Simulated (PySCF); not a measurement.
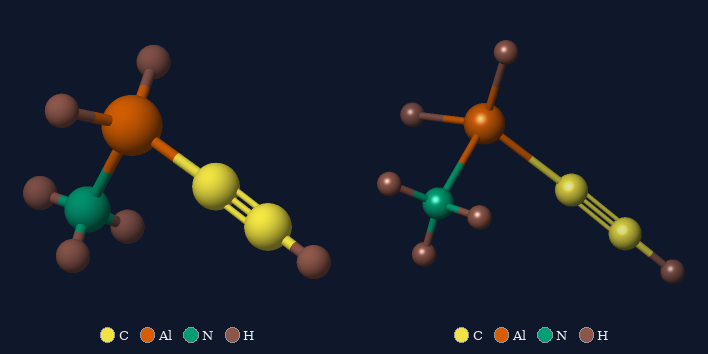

Two views of one molecule.

Computed geometry: PBE0-D3(BJ)/def2-SVP optimisation. No frequency run is at hand to confirm it as a minimum.

Give the formula.

Answer. C₂H₆AlN, 10 atoms: 2 carbon, 6 hydrogen, 1 aluminium and 1 nitrogen.

Name functional groups in it.

Answer. Among them: alkyne.

How many atoms are distinct by symmetry?

Answer. 8: 1 C, 1 C, 1 Al, 1 N, 1 H, 2 H, 1 H, 2 H.

Give the symmetry (Schoenflies symbol).

Answer. Cs.

More results for the same structure follow; atom numbers are the same in all pictures, views and colours differ.

**Geometry**

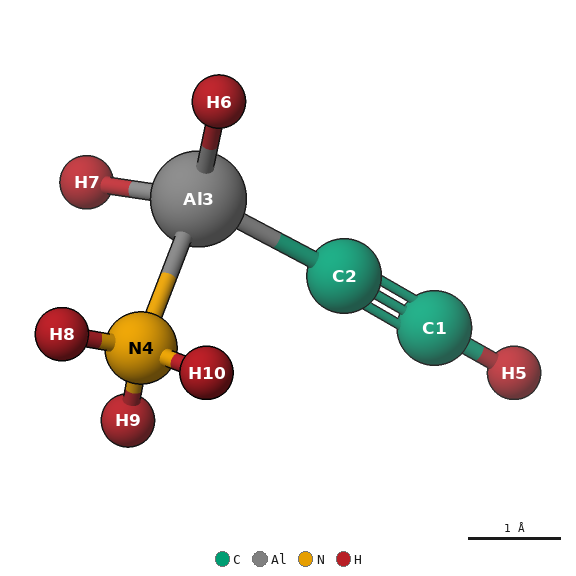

The atoms are numbered. No frequency run is at hand to confirm it as a minimum.

List the bonds and their lengths.

| bond | length (Å) |
| --- | --- |
| C1–C2 | 1.223 |
| C1–H5 | 1.076 |
| C2–Al3 | 1.950 |
| Al3–N4 | 2.061 |
| Al3–H6 | 1.600 |
| Al3–H7 | 1.600 |
| N4–H8 | 1.021 |
| N4–H9 | 1.022 |
| N4–H10 | 1.021 |

**Electronic properties**

No frequency run is at hand to confirm it as a minimum. Method: PBE/pcSseg-2, gas phase (PySCF 2.14.0).

Computed properties:

- dipole moment: 5.35 D
- HOMO energy (Kohn–Sham orbital): −6.02 eV
- LUMO energy (Kohn–Sham orbital): −1.44 eV
- HOMO–LUMO gap: 4.58 eV

**Spin–spin coupling**

No frequency run is at hand to confirm it as a minimum. Properties computed with B3LYP/cc-pVTZ indirect spin-spin coupling, non-relativistic, gas phase (PySCF 2.14.0). Isotopes: 27Al, 13C, 1H, 15N.

Give the spin–spin coupling constants of these pairs, with the number of bonds between them: Al3/N4, N4/H8, N4/H10, N4/H9, C2/N4, N4/H6, C1/N4.

```tsv
pair	bonds apart	J (Hz)
Al3, N4	1	2.9
N4, H8	1	−58.2
N4, H10	1	−58.2
N4, H9	1	−58.1
C2, N4	2	−3.3
N4, H6	2	−6.1
C1, N4	3	−0.5
```

**NMR shielding**

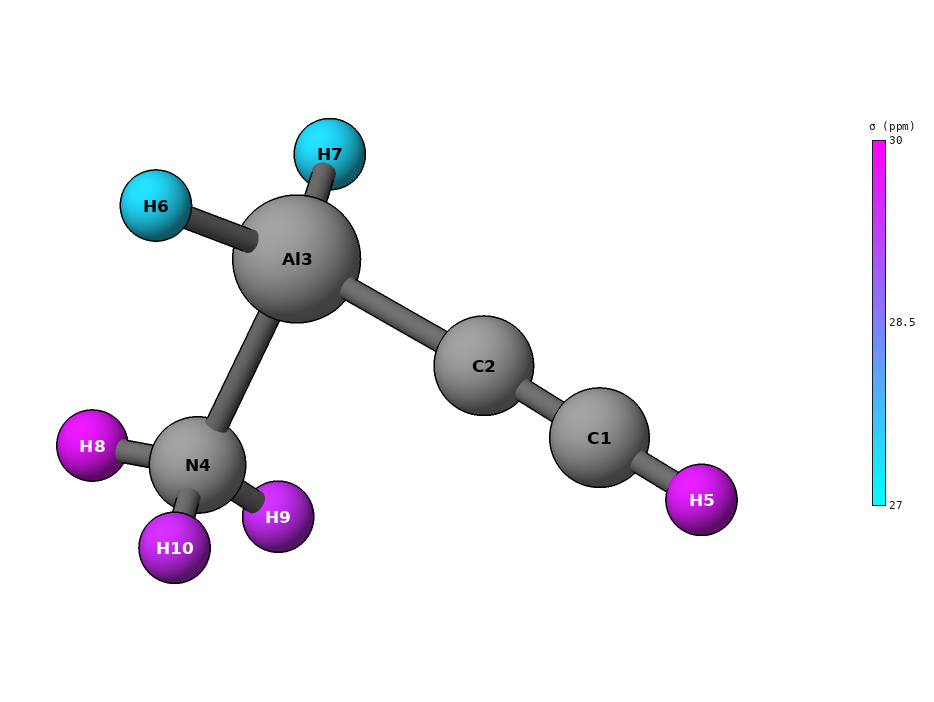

Atoms are coloured by their isotropic NMR shieldings (H only, the others grey). No frequency run is at hand to confirm it as a minimum. Level of theory: GIAO BLYP/pcSseg-2 NMR shielding, non-relativistic, gas phase (PySCF 2.14.0).

Give the isotropic NMR shieldings of the H atoms atom by atom.

```csv
atom,σ (ppm)
H5,29.65
H6,27.42
H7,27.42
H8,29.73
H9,29.43
H10,29.45
```
